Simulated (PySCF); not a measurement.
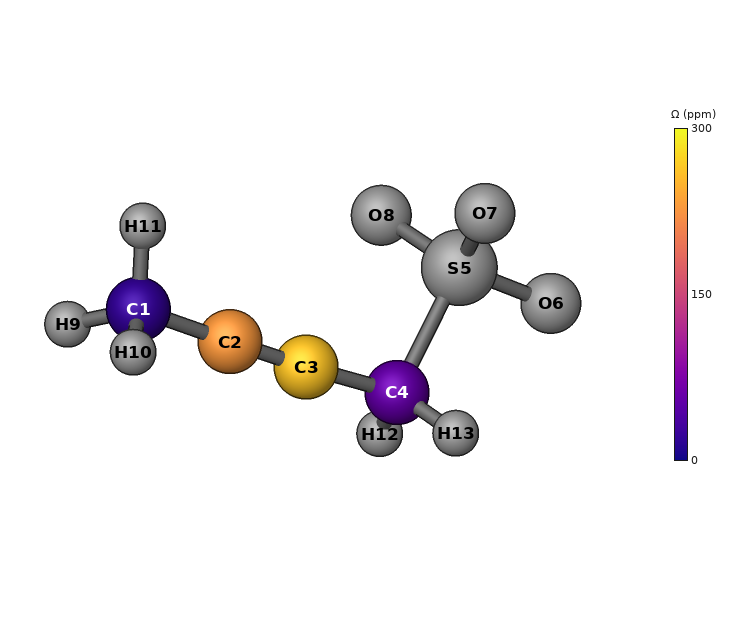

The C atoms are coloured by the span of their shielding tensor. Charge −1, singlet. Geometry: an end point of a reaction path computed with GFN2-xTB. Method: GIAO PBE0/pcSseg-1 NMR shielding, non-relativistic, gas phase (PySCF 2.14.0). Principal shieldings σ11 ≤ σ22 ≤ σ33, span Ω = σ33 − σ11, skew κ = 3(σiso − σ22)/Ω.

Which C atom has the most anisotropic shielding?

Answer. C3, with a span of 263 ppm.

Give the shielding tensors of the C atoms.

| atom | σ11 | σ22 | σ33 | σiso | Ω | κ |
| --- | --- | --- | --- | --- | --- | --- |
| C1 | 173.2 | 173.9 | 194.3 | 180.5 | 21.1 | 0.93 |
| C2 | 33.2 | 37.7 | 261.6 | 110.8 | 228.4 | 0.96 |
| C3 | 8.7 | 13.6 | 271.5 | 97.9 | 262.8 | 0.96 |
| C4 | 117.6 | 125.0 | 173.4 | 138.7 | 55.8 | 0.73 |

Shieldings and span in ppm.
